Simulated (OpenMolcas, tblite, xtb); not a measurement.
## SnSiH6 (SMILES [SiH3][SnH3]): methods side by side

The species is SnSiH6 (8 atoms), meant as a singlet with charge 0. SMILES: `[SiH3][SnH3]`. The shape is that of a PBE0-D4/def2-TZVP optimisation.

```xyz
8

Si   -0.6219    0.1213   -1.1521
Sn    0.6117   -0.1294    1.0775
H    -2.0704    0.3552   -0.9125
H    -0.4650   -1.1120   -1.9673
H    -0.0716    1.2724   -1.9153
H     0.4504    1.2859    2.0193
H     2.2762   -0.4107    0.8205
H    -0.0172   -1.4396    1.9740
```

Quantity: the vertical ionisation energy (to the doublet cation), in eV. The values are calculated.

```csv
level,kind,program,value (eV),CPU time (all runs)
IPEA1-xTB,semi-empirical,tblite,13.86,under 2 s
GFN2-xTB,semi-empirical,xtb,13.30,under 2 s
HF/def2-SVPD (core potential),Hartree–Fock,OpenMolcas,9.41,64 s
SVWN5/def2-SVPD (core potential),LDA,OpenMolcas,10.02,2 min
PBE/def2-SVPD (core potential),GGA,OpenMolcas,9.87,2.2 min
TPSS/def2-SVPD (core potential),meta-GGA,OpenMolcas,9.95,2.6 min
B3LYP/def2-SVPD (core potential),global hybrid,OpenMolcas,10.05,3.3 min
M06-2X/def2-SVPD (core potential),hybrid meta-GGA,OpenMolcas,10.03,4.5 min
```

Spin-orbit coupling, which can split open shells on such heavy atoms by tenths of an eV, is left out. The values span 9.41 to 13.86 eV. The xTB values lack the empirical shift that such differences need. CPU times are rough (shared hosts, several kinds of processor): they show what a rung costs within a factor of a few.

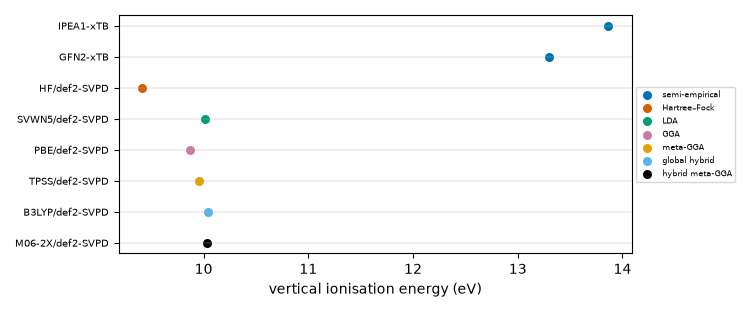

The values of the table, level by level.
